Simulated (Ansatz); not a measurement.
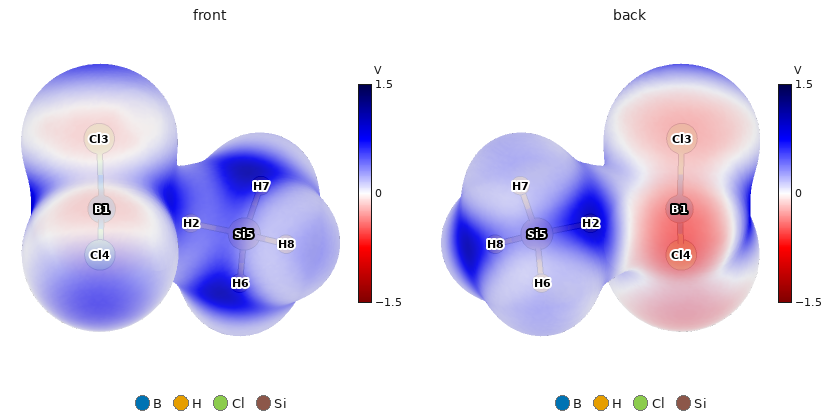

*BCl2···SiH4 (doublet). The molecular electrostatic potential painted on the density surface at 0.002 e/bohr³, seen from the front and from behind; red is negative and blue positive.*

Not at a stationary point (largest force 0.6 eV/Å).

Level of theory: Ansatz 0.2.0, UKS PBE/def2-SVP.

| atom | x (Å) | y (Å) | z (Å) |
| --- | --- | --- | --- |
| B | 0.0046 | -0.4401 | -0.5551 |
| H | 0.0135 | -0.1137 | 1.8124 |
| Cl | 1.5336 | 0.2417 | -1.0364 |
| Cl | -1.5425 | 0.2143 | -1.0168 |
| Si | 0.0011 | -0.0010 | 3.2872 |
| H | -0.7790 | -1.1517 | 3.8563 |
| H | 1.4125 | -0.0439 | 3.8010 |
| H | -0.6438 | 1.2944 | 3.6937 |

### Describe the electrostatic potential map.

The most negative region (about −0.4 V) lies over B1, the most positive (about +1.0 V) over Si5. Cl3 shows a σ-hole: about +0.5 V at the tip opposite its bond, against about 0.0 V on its flanks. Cl4 shows a σ-hole: about +0.5 V at the tip opposite its bond, against about 0.0 V on its flanks.
